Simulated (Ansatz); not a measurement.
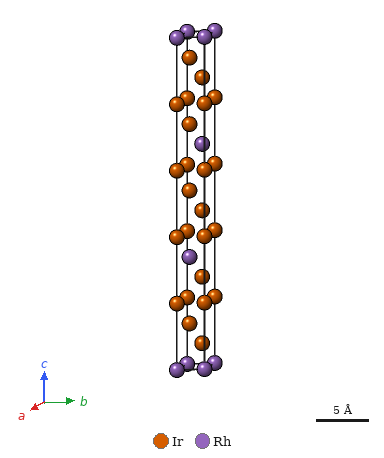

Crystal structure, spheres-only style, seen slightly off an axis. The wireframe shows the conventional unit cell.

Ir4Rh, space group R-3m (No. 166), a = 2.731 Å, b = 2.731 Å, c = 33.448 Å, α = 90.00°, β = 90.00°, γ = 120.00°. It derives from a structure type filled with these elements by a generator (whether the compound takes this form wasn't checked). Earlier steps of the study, as a rule a relaxation of our own, may have changed the cell and positions, so they can lie some per cent off the listed ones. Ansatz was used for an electronic-structure calculation on it.

This one geometry was computed with Ansatz (DFT, plane waves, PAW) at three levels of theory: PBE, PBEsol and r2SCAN.

### Which level gives the highest pressure at this volume, and what does that say about its equilibrium volume?

Highest: PBE (0.0 GPa), which points to the largest equilibrium volume. Lowest, with the smallest volume: PBEsol (-11.1 GPa). Levels within 0.5 GPa of each other can't be told apart.

### How does the band gap change with the level of theory?

All levels give a metal.

### Collect the results in a table.

| level | cutoff (eV) | k-mesh of the run's cell | gap (eV) | pressure (GPa) |
| --- | --- | --- | --- | --- |
| PBE | 420 | 18×18×18 | metal | 0.0 |
| PBEsol | 420 | 18×18×18 | metal | -11.1 |
| r2SCAN | 500 | 18×18×18 | metal | -7.1 |

Gaps are taken on the k-mesh or band path of each run.
